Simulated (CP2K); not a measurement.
# SiHBr (SMILES [SiH]Br) at GFN1-xTB

What is the energy difference between two shapes of SiHBr at GFN1-xTB? 

The results are computed with CP2K 2026.2.

1 further run of the same task is left out (set aside as unsound or not needed).

## Step 1: The structure to begin with

The species is SiHBr (3 atoms), meant as a singlet with charge 0. As SMILES, `[SiH]Br`. The shape is that of a PBE0-D4/def2-TZVP optimisation.

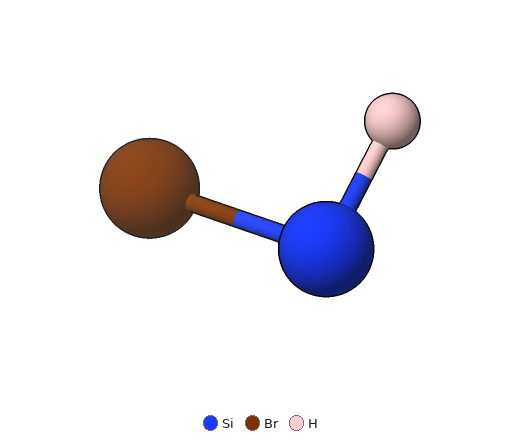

The structure, seen from a chosen angle (silicon blue, bromine brown, hydrogen pink).

## Step 2: Energy and forces at GFN1-xTB

molecule.inp

```
&GLOBAL
  PROJECT molecule
  RUN_TYPE ENERGY_FORCE
  PRINT_LEVEL MEDIUM
&END GLOBAL

&FORCE_EVAL
  METHOD Quickstep
  &DFT
    CHARGE 0
    MULTIPLICITY 1
    &QS
      METHOD XTB
      EPS_DEFAULT 1.0E-10
      &XTB
        GFN_TYPE TBLITE
        &TBLITE
          METHOD GFN1
        &END TBLITE
        CHECK_ATOMIC_CHARGES F
      &END XTB
    &END QS
    &POISSON
      PERIODIC NONE
      POISSON_SOLVER ANALYTIC
    &END POISSON
    &SCF
      SCF_GUESS ATOMIC
      EPS_SCF 1.0E-06
      MAX_SCF 150
      ADDED_MOS 8
      &DIAGONALIZATION
        ALGORITHM STANDARD
      &END DIAGONALIZATION
      &MIXING
        METHOD DIRECT_P_MIXING
        ALPHA 0.4
      &END MIXING
      &SMEAR ON
        METHOD FERMI_DIRAC
        ELECTRONIC_TEMPERATURE [K] 300
      &END SMEAR
    &END SCF
    &PRINT
      &MOMENTS
        PERIODIC F
        REFERENCE COM
        MAX_MOMENT 1
      &END MOMENTS
      &MO ON
        ENERGIES T
        OCCUPATION_NUMBERS T
        NDIGITS 6
        &EACH
          QS_SCF 0
        &END EACH
        ADD_LAST NUMERIC
      &END MO
      &HIRSHFELD OFF
      &END HIRSHFELD
    &END PRINT
  &END DFT
  &SUBSYS
    &CELL
      ABC [angstrom] 10.1 9.5 9.3
      PERIODIC NONE
    &END CELL
    &COORD
      Si     4.118400     5.505100     4.212500
      Br     6.084000     5.384700     5.290000
      H      4.016000     3.994900     4.010000
    &END COORD
  &END SUBSYS
  &PRINT
    &FORCES ON
    &END FORCES
  &END PRINT
&END FORCE_EVAL
```

Command:

```bash
$ OMP_NUM_THREADS=1 cp2k.psmp -i molecule.inp > molecule.out 2>&1
```

What it wrote:

```text
CP2K| version string:                                       CP2K version 2026.2
[...]
 GLOBAL| Method name                                                        CP2K
[...]
 GLOBAL| Run type                                                   ENERGY_FORCE
[...]
                             - Atoms:                                          3
[...]
                             - Spherical basis functions:                     20
[...]
 Number of electrons:                                                         12
[...]
  *** SCF run converged in    11 steps ***
[...]
  Fermi energy:                                                -0.29684949589011
[...]
 TB_DIPOLE| Moment [Debye]         -0.96555799       0.98066842      -0.44035482
 TB_DIPOLE| Derivative [a.u.]       0.00000000       0.00000000       0.00000000
[...]
 ENERGY| Total FORCE_EVAL ( QS ) energy [hartree]             -6.246266044022402
 FORCES| Atomic forces [hartree/bohr]
 FORCES|   Atom     x               y               z               |f|
 FORCES|      1 -7.26411074E-03 -7.70663444E-03 -4.76880345E-03   1.16146892E-02
 FORCES|      2  8.24312572E-03  6.16632174E-04  4.62695549E-03   9.47301820E-03
 FORCES|      3 -9.79014975E-04  7.09000226E-03  1.41847960E-04   7.15868167E-03
 FORCES| Sum    -4.16333634E-17  2.60208521E-17  9.02598309E-18
 FORCES| Total atomic force                                       4.99188348E-17
[...]
```

Run time: 0.28 s. Hardware: 1 thread of Arm Neoverse V1, shared host.

## Step 3: The distorted shape, same level

qs.inp

```
&GLOBAL
   PROJECT qs
   RUN_TYPE ENERGY_FORCE
   PRINT_LEVEL MEDIUM
&END GLOBAL
&FORCE_EVAL
   METHOD QS
   &DFT
      &QS
         METHOD XTB
         EPS_DEFAULT 1.0E-10
         &XTB
            GFN_TYPE TBLITE
            &TBLITE
               METHOD GFN1
            &END TBLITE
            CHECK_ATOMIC_CHARGES F
         &END XTB
      &END QS
      &POISSON
         PERIODIC NONE
         POISSON_SOLVER ANALYTIC
      &END POISSON
      # self-consistent field
      &SCF
         SCF_GUESS ATOMIC
         EPS_SCF 1.0E-06
         MAX_SCF 150
         ADDED_MOS 8
         &DIAGONALIZATION
            ALGORITHM STANDARD
         &END DIAGONALIZATION
         &MIXING
            METHOD DIRECT_P_MIXING
            ALPHA 0.4
         &END MIXING
         &SMEAR ON
            METHOD FERMI_DIRAC
            ELECTRONIC_TEMPERATURE [K] 300
         &END SMEAR
      &END SCF
      # extra output
      &PRINT
         &MOMENTS
            PERIODIC F
            REFERENCE COM
            MAX_MOMENT 1
         &END MOMENTS
         &MO ON
            ENERGIES T
            OCCUPATION_NUMBERS T
            NDIGITS 6
            &EACH
               QS_SCF 0
            &END EACH
            ADD_LAST NUMERIC
         &END MO
         &HIRSHFELD OFF
         &END HIRSHFELD
      &END PRINT
   &END DFT
   # structure
   &SUBSYS
      &CELL
         ABC 10.1 9.5 9.3
         PERIODIC NONE
      &END CELL
      &COORD
         Si     4.053743     5.477955     4.179688
         Br     6.081968     5.337172     5.289046
         H      4.018031     4.022045     4.010955
      &END COORD
   &END SUBSYS
   # extra output
   &PRINT
      &FORCES ON
      &END FORCES
   &END PRINT
&END FORCE_EVAL
```

Command:

```bash
$ OMP_NUM_THREADS=1 cp2k.psmp -i qs.inp > qs.out 2>&1
```

What it wrote:

```text
CP2K| version string:                                       CP2K version 2026.2
[...]
 GLOBAL| Method name                                                        CP2K
[...]
 GLOBAL| Run type                                                   ENERGY_FORCE
[...]
                             - Atoms:                                          3
[...]
                             - Spherical basis functions:                     20
[...]
 Number of electrons:                                                         12
[...]
  *** SCF run converged in    14 steps ***
[...]
  Fermi energy:                                                -0.29851668012818
[...]
 TB_DIPOLE| Moment [Debye]         -1.22294420       0.88887528      -0.58664984
 TB_DIPOLE| Derivative [a.u.]       0.00000000       0.00000000       0.00000000
[...]
 ENERGY| Total FORCE_EVAL ( QS ) energy [hartree]             -6.245541167460291
 FORCES| Atomic forces [hartree/bohr]
 FORCES|   Atom     x               y               z               |f|
 FORCES|      1  1.39516542E-02  5.62795947E-03  8.30583654E-03   1.71845716E-02
 FORCES|      2 -1.07756330E-02  2.87801569E-03 -5.67592565E-03   1.25145265E-02
 FORCES|      3 -3.17602117E-03 -8.50597516E-03 -2.62991090E-03   9.45278558E-03
 FORCES| Sum    -1.04083409E-17 -4.51028104E-17 -2.08166817E-17
 FORCES| Total atomic force                                       5.07536334E-17
[...]
```

Run time: 0.27 s. Hardware: 1 thread of Arm Neoverse V1, shared host.

## Step 4: What came out

At GFN1-xTB:

```
                                                  quantity        value
                                 first shape: total energy  -6.24627 Eh
    first shape: dipole moment (from atomic charges alone)       1.44 D
                                  first shape: HOMO energy     -9.79 eV
                                  first shape: LUMO energy     -7.16 eV
                                first shape: HOMO–LUMO gap      2.63 eV
                     first shape: largest force on an atom   0.597 eV/Å
                             distorted shape: total energy  -6.24554 Eh
distorted shape: dipole moment (from atomic charges alone)       1.62 D
                              distorted shape: HOMO energy     -9.87 eV
                              distorted shape: LUMO energy     -7.21 eV
                            distorted shape: HOMO–LUMO gap      2.66 eV
                 distorted shape: largest force on an atom   0.884 eV/Å
                    energy change with the atoms displaced     0.020 eV
```

With the atoms displaced the energy rises by 0.02 eV (1.9 kJ/mol). The first shape isn't relaxed at this level, so the change isn't measured from a minimum. The largest force (first shape) is 0.60 eV/Å: the shape isn't a stationary point for this species at this level. The dipole (first shape) comes from point charges on the atoms alone, without atomic dipoles, so it is partial. The dipole (distorted shape) comes from point charges on the atoms alone, without atomic dipoles, so it is partial.
